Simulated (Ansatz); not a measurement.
# Geometry relaxation of C₂H₆FNSn (part 2 of 2)

C₂H₆FNSn; RKS PBE0-D4/def2-SVP (Ansatz 0.2.0). It belongs to a series of runs on one base structure; here: end point B relaxed.

Geometry of the input (Å):
```
C  -1.2265  1.8297  0.2655
C  -0.4292  0.8694  0.4561
F  0.2055  0.7935  1.6238
N  -0.1336  -0.1049  -0.5572
Sn 1.1110  -1.6803  -0.2618
H  -1.8181  1.9792  -0.6801
H  -1.4998  0.8725  0.2516
H  -0.6720  -0.0515  -1.4749
H  1.1481  -2.6798  -1.6217
H  2.7106  -1.0268  0.0800
H  0.5766  -2.6058  1.1629
```

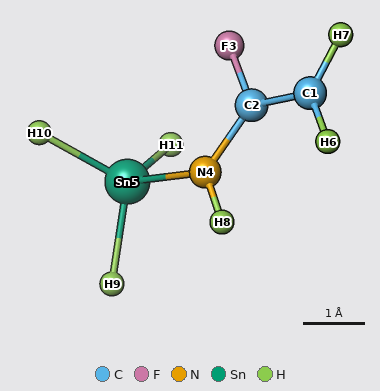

**Figure 1.** The geometry at step 13 of the log (ball-and-stick view, seen at a tilt; atoms are numbered from 1 in the order of the input).

**Trajectory as extended XYZ, continued**
```
11
Properties=species:S:1:pos:R:3:forces:R:3 step=5 energy=-12195.15913
C    -1.3485    1.8787    0.2730   -0.3981  -2.6871   0.0714
C    -0.3822    0.8493    0.2519    0.2812   0.4167   0.5678
F     0.2998    0.6208    1.4046   -0.4583  -0.0606   0.0721
N    -0.0167   -0.0943   -0.6025    0.2590   0.1753  -0.6866
Sn    1.2279   -1.7142   -0.1614    0.0510   0.0197  -0.0355
H    -1.7061    2.0545   -0.7591   -0.0179  -0.1845   0.0043
H    -2.0187    0.9205    0.6472    0.2315   2.3417   0.2865
H    -0.5330   -0.0558   -1.4693   -0.0437  -0.0998  -0.2705
H     1.0896   -2.5930   -1.6223    0.0492  -0.0192   0.0143
H     2.7808   -1.0883    0.1225    0.0628  -0.0110   0.0245
H     0.5797   -2.5830    1.1596   -0.0166   0.1088  -0.0485
11
Properties=species:S:1:pos:R:3:forces:R:3 step=6 energy=-12195.70021
C    -1.3399    1.8269    0.2699   -0.3344  -3.0206  -0.0632
C    -0.3879    0.7965    0.2201   -0.2955   0.7811   1.1535
F     0.1819    0.4622    1.4190   -0.3307  -0.1346  -0.2477
N     0.0306   -0.0679   -0.6860    0.5057  -0.0446  -0.6998
Sn    1.2567   -1.6917   -0.1725   -0.1763   0.0515  -0.0850
H    -1.6783    2.0377   -0.7609   -0.2282  -0.0510   0.1897
H    -2.0719    1.0407    0.7979    0.5201   2.4240  -0.0615
H    -0.4896   -0.0188   -1.5540    0.1273  -0.0844  -0.1230
H     1.0608   -2.6445   -1.5862    0.1238   0.0332   0.0644
H     2.8160   -1.0754    0.0976    0.0777  -0.0216  -0.0236
H     0.5942   -2.4704    1.1993    0.0104   0.0670  -0.1040
11
Properties=species:S:1:pos:R:3:forces:R:3 step=7 energy=-12196.20784
C    -1.3443    1.7695    0.2469   -0.7766  -2.6368   0.2095
C    -0.3990    0.7613    0.2140   -0.0608   0.4513   0.7977
F     0.1486    0.4067    1.4223   -0.4322  -0.1743  -0.4397
N     0.0811   -0.0512   -0.7305    0.4245   0.1438  -0.0671
Sn    1.2668   -1.6878   -0.1732   -0.1733   0.1212  -0.1943
H    -1.6986    2.0132   -0.7673   -0.2183  -0.0086   0.2298
H    -2.1238    1.1921    0.9092    0.9196   2.1650  -0.3701
H    -0.4551   -0.0220   -1.5884    0.1042  -0.0832  -0.1357
H     1.0685   -2.6514   -1.5792    0.1337   0.0150   0.0594
H     2.8329   -1.0834    0.0901    0.0778  -0.0408  -0.0065
H     0.5955   -2.4518    1.2004    0.0014   0.0474  -0.0831
11
Properties=species:S:1:pos:R:3:forces:R:3 step=8 energy=-12196.73967
C    -1.3509    1.6940    0.2183   -1.1097  -1.7474   0.6224
C    -0.4042    0.7277    0.2162   -0.0087  -0.0787   0.6861
F     0.0539    0.2543    1.4202   -0.3496   0.4231  -0.2981
N     0.1769    0.0299   -0.7694    0.3372  -0.3198  -0.4075
Sn    1.2678   -1.6523   -0.1945   -0.0007  -0.0264  -0.0151
H    -1.7561    1.9334   -0.7676   -0.0257   0.2468   0.0540
H    -2.1040    1.3682    1.0019    0.7541   1.4749  -0.3437
H    -0.4075   -0.0216   -1.5970    0.2204   0.0868  -0.1329
H     1.0543   -2.6744   -1.5527    0.1096   0.0382  -0.0257
H     2.8612   -1.1089    0.0640    0.0436  -0.0588  -0.0252
H     0.5810   -2.3551    1.2049    0.0295  -0.0388  -0.1144
11
Properties=species:S:1:pos:R:3:forces:R:3 step=9 energy=-12197.05869
C    -1.4003    1.6119    0.1994   -1.5584  -0.8664   1.0108
C    -0.4426    0.6751    0.2146    0.5187  -0.1282   0.3013
F     0.0228    0.2483    1.4280   -0.2880   0.1326  -0.4198
N     0.2203    0.0299   -0.7904   -0.2882   0.0507   0.3130
Sn    1.2820   -1.6581   -0.1983    0.0396  -0.0363  -0.0715
H    -1.7832    1.9388   -0.7705   -0.0507   0.0871   0.1433
H    -2.1133    1.5400    1.0936    1.2061   0.8549  -1.1129
H    -0.3540   -0.0273   -1.6280    0.2496   0.0271  -0.0315
H     1.0698   -2.6777   -1.5560    0.1186  -0.0102  -0.0453
H     2.8827   -1.1285    0.0544    0.0259  -0.0675  -0.0072
H     0.5883   -2.3570    1.1973    0.0267  -0.0438  -0.0801
11
Properties=species:S:1:pos:R:3:forces:R:3 step=10 energy=-12197.30064
C    -1.4817    1.5649    0.1837    0.3178  -0.6603  -0.2100
C    -0.4857    0.6666    0.2698   -0.2367  -0.0720   0.4199
F    -0.0678    0.2741    1.4950   -0.0164   0.0796  -0.1478
N     0.1956    0.0041   -0.7052    0.0296  -0.2091  -0.1482
Sn    1.3189   -1.6979   -0.2264   -0.3375   0.3464   0.1157
H    -1.7887    1.8729   -0.8125   -0.2568   0.1690   0.0325
H    -2.0820    1.7361    1.0699    0.0115   0.4791   0.1046
H    -0.3250    0.0189   -1.5804    0.3162  -0.0429   0.0322
H     1.1351   -2.6748   -1.6130   -0.0034  -0.0468  -0.0508
H     2.9383   -1.2044   -0.0279    0.0236   0.0067   0.0547
H     0.6155   -2.3653    1.1912    0.1521  -0.0498  -0.2029
11
Properties=species:S:1:pos:R:3:forces:R:3 step=11 energy=-12197.39784
C    -1.4943    1.5569    0.1667   -0.1092  -0.1434   0.0727
C    -0.5303    0.6347    0.2864   -0.1216   0.1012  -0.0135
F    -0.1316    0.2695    1.5159    0.1771  -0.0422   0.0206
N     0.1614   -0.0366   -0.6811   -0.0586  -0.3035   0.0970
Sn    1.3284   -1.7014   -0.2277   -0.2320   0.1845   0.0082
H    -1.8245    1.8616   -0.8255   -0.0670   0.0888   0.0537
H    -1.9972    1.9172    1.0668    0.1008   0.0975  -0.1618
H    -0.3202   -0.0171   -1.5757    0.2061   0.0217   0.0115
H     1.1556   -2.6459   -1.6436    0.0552  -0.0102  -0.0101
H     2.9313   -1.1637    0.0045    0.0075   0.0061   0.0116
H     0.6940   -2.4800    1.1576    0.0416  -0.0005  -0.0899
11
Properties=species:S:1:pos:R:3:forces:R:3 step=12 energy=-12197.42353
C    -1.5056    1.5724    0.1739   -0.1351   0.1434   0.2872
C    -0.5568    0.6349    0.3142    0.5368  -0.5416  -0.2677
F    -0.0322    0.3016    1.5133   -0.3910   0.4138   0.0418
N     0.0645   -0.1336   -0.6385   -0.3698   0.1837  -0.1385
Sn    1.3163   -1.7189   -0.2315   -0.0461   0.0418   0.0573
H    -1.8821    1.8250   -0.8212    0.0781  -0.1106   0.0993
H    -1.9353    2.1043    1.0325    0.2695  -0.2192  -0.1475
H    -0.3384   -0.0622   -1.5660    0.0298   0.0632   0.0270
H     1.2764   -2.6145   -1.6920    0.0071   0.0471   0.0091
H     2.8768   -1.0999    0.0814    0.0114  -0.0018   0.0282
H     0.6891   -2.6140    1.0781    0.0093  -0.0198   0.0039
11
Properties=species:S:1:pos:R:3:forces:R:3 step=13 energy=-12197.45351
C    -1.4973    1.5669    0.1733   -0.2001   0.2072   0.1453
C    -0.5607    0.6195    0.2946    0.2715  -0.1577  -0.1552
F    -0.0452    0.3195    1.5030   -0.0748   0.1104  -0.0491
N     0.0378   -0.1518   -0.6629   -0.2113   0.0348   0.1317
Sn    1.3027   -1.7124   -0.2185    0.0878  -0.0569  -0.0609
H    -1.9085    1.8093   -0.8081    0.0392  -0.0278   0.0564
H    -1.8578    2.1175    1.0482    0.1180  -0.1729  -0.1330
H    -0.3613   -0.0664   -1.5901    0.0417   0.0252   0.0240
H     1.3086   -2.5782   -1.6976   -0.0043  -0.0041   0.0306
H     2.8620   -1.0968    0.1194   -0.0301   0.0388   0.0310
H     0.6922   -2.6319    1.0829   -0.0376   0.0030  -0.0208
11
Properties=species:S:1:pos:R:3:forces:R:3 step=14 energy=-12197.44507 accepted=F
C    -1.4736    1.5827    0.1777    0.1467   0.0069  -0.0770
C    -0.5687    0.5995    0.2743   -0.1075  -0.0133   0.2034
F     0.0057    0.3518    1.4690   -0.1005  -0.0980   0.0303
N    -0.1110   -0.2848   -0.6503    0.0808   0.1460  -0.6691
Sn    1.2867   -1.7405   -0.2196   -0.0590   0.1678   0.0213
H    -1.9077    1.8347   -0.7866   -0.1427  -0.0542  -0.0317
H    -1.7561    2.1448    1.0631    0.0744   0.1155   0.0453
H    -0.3434   -0.0500   -1.6191    0.0179  -0.2081   0.4780
H     1.3976   -2.5845   -1.7003   -0.0005  -0.0206  -0.0183
H     2.7442   -0.9531    0.1800    0.1118  -0.0238   0.0327
H     0.6988   -2.7054    1.0561   -0.0215  -0.0180  -0.0149
11
Properties=species:S:1:pos:R:3:forces:R:3 step=15 energy=-12197.45652
C    -1.4804    1.5785    0.1748   -0.0455   0.0440  -0.0882
C    -0.5571    0.6152    0.2788   -0.0155  -0.1190   0.0046
F    -0.0265    0.3429    1.4861    0.0758  -0.0177  -0.0476
N    -0.0270   -0.2118   -0.6665    0.3476  -0.0600   0.9631
Sn    1.3170   -1.7119   -0.2300   -0.1056  -0.0049   0.0566
H    -1.9319    1.8053   -0.7911    0.0068   0.0165   0.0347
H    -1.7877    2.1319    1.0599    0.0153   0.0059   0.0037
H    -0.3771   -0.0816   -1.5860   -0.3273   0.1168  -0.8934
H     1.3501   -2.5905   -1.6976    0.0619   0.0350  -0.0173
H     2.8316   -1.0292    0.1818   -0.0471  -0.0113  -0.0291
H     0.6615   -2.6535    1.0341    0.0337  -0.0053   0.0129
11
Properties=species:S:1:pos:R:3:forces:R:3 step=16 energy=-12197.47322
C    -1.4697    1.5885    0.1744    0.0414  -0.0339   0.0762
C    -0.5570    0.6117    0.2691   -0.0275   0.0072  -0.1240
F     0.0217    0.3596    1.4585    0.0074   0.0075   0.0420
N    -0.0609   -0.2395   -0.6711   -0.0283   0.0253   0.0040
Sn    1.2984   -1.7169   -0.2166    0.0008  -0.0108  -0.0108
H    -1.9550    1.8101   -0.7747    0.0045  -0.0063  -0.0035
H    -1.7275    2.1617    1.0636   -0.0047   0.0113  -0.0251
H    -0.4354   -0.1275   -1.6050    0.0030  -0.0012   0.0328
H     1.4261   -2.5488   -1.7061    0.0095   0.0015  -0.0062
H     2.7795   -0.9968    0.2375   -0.0072   0.0042   0.0089
H     0.6524   -2.7068    1.0145    0.0011  -0.0049   0.0056
11
Properties=species:S:1:pos:R:3:forces:R:3 step=17 energy=-12197.47450
C    -1.4636    1.5926    0.1748    0.0005   0.0121   0.0051
C    -0.5555    0.6127    0.2671   -0.0019  -0.0118   0.0034
F     0.0363    0.3718    1.4540    0.0045   0.0017  -0.0016
N    -0.0773   -0.2531   -0.6673   -0.0019  -0.0023  -0.0080
Sn    1.2958   -1.7194   -0.2173    0.0027  -0.0025   0.0047
H    -1.9574    1.8053   -0.7721   -0.0003  -0.0020  -0.0016
H    -1.7067    2.1826    1.0564   -0.0003   0.0021  -0.0022
H    -0.4636   -0.1502   -1.5968   -0.0034  -0.0001   0.0027
H     1.4525   -2.5302   -1.7157    0.0023   0.0003  -0.0032
H     2.7597   -0.9833    0.2647   -0.0018   0.0027   0.0038
H     0.6524   -2.7336    0.9965   -0.0006  -0.0002  -0.0029
11
Properties=species:S:1:pos:R:3:forces:R:3 step=18 energy=-12197.47474
C    -1.4569    1.5971    0.1745   -0.0190   0.0156  -0.0163
C    -0.5557    0.6109    0.2655    0.0377   0.0030   0.0344
F     0.0522    0.3817    1.4478   -0.0162  -0.0092  -0.0261
N    -0.0943   -0.2684   -0.6646   -0.0114   0.0076  -0.0112
Sn    1.2956   -1.7196   -0.2153   -0.0074  -0.0043  -0.0091
H    -1.9601    1.8024   -0.7694   -0.0024  -0.0020   0.0035
H    -1.6857    2.2001    1.0512    0.0055  -0.0072  -0.0018
H    -0.4892   -0.1724   -1.5916    0.0066  -0.0045   0.0217
H     1.4746   -2.5115   -1.7220    0.0060   0.0010   0.0062
H     2.7436   -0.9679    0.2905   -0.0084  -0.0056  -0.0004
H     0.6485   -2.7573    0.9776    0.0090   0.0057  -0.0008
11
Properties=species:S:1:pos:R:3:forces:R:3 step=19 energy=-12197.47472 accepted=F
C    -1.4552    1.5999    0.1746   -0.0061  -0.0004  -0.0164
C    -0.5550    0.6124    0.2644    0.0083  -0.0086   0.0334
F     0.0530    0.3811    1.4459   -0.0077  -0.0004  -0.0237
N    -0.0984   -0.2695   -0.6659    0.0021   0.0000  -0.0045
Sn    1.2921   -1.7210   -0.2189    0.0185   0.0042   0.0156
H    -1.9621    1.8040   -0.7676    0.0026   0.0021   0.0034
H    -1.6818    2.2023    1.0523    0.0040  -0.0023  -0.0008
H    -0.4955   -0.1738   -1.5916   -0.0010  -0.0004   0.0042
H     1.4859   -2.5136   -1.7231   -0.0109   0.0052   0.0039
H     2.7362   -0.9684    0.2958   -0.0006   0.0040  -0.0074
H     0.6533   -2.7582    0.9783   -0.0092  -0.0034  -0.0077
11
Properties=species:S:1:pos:R:3:forces:R:3 step=20 energy=-12197.47482
C    -1.4556    1.5987    0.1737   -0.0073   0.0030  -0.0025
C    -0.5561    0.6109    0.2662    0.0085  -0.0018   0.0044
F     0.0480    0.3779    1.4487    0.0037   0.0034  -0.0055
N    -0.0954   -0.2685   -0.6644   -0.0074  -0.0032   0.0000
Sn    1.2949   -1.7197   -0.2166   -0.0033  -0.0016  -0.0019
H    -1.9610    1.8022   -0.7692    0.0053   0.0055  -0.0020
H    -1.6818    2.2029    1.0502   -0.0044  -0.0059   0.0017
H    -0.4914   -0.1728   -1.5906    0.0027   0.0003   0.0047
H     1.4777   -2.5118   -1.7223    0.0015   0.0004   0.0012
H     2.7415   -0.9672    0.2906   -0.0016  -0.0005  -0.0003
H     0.6516   -2.7573    0.9778    0.0022   0.0003   0.0003
```
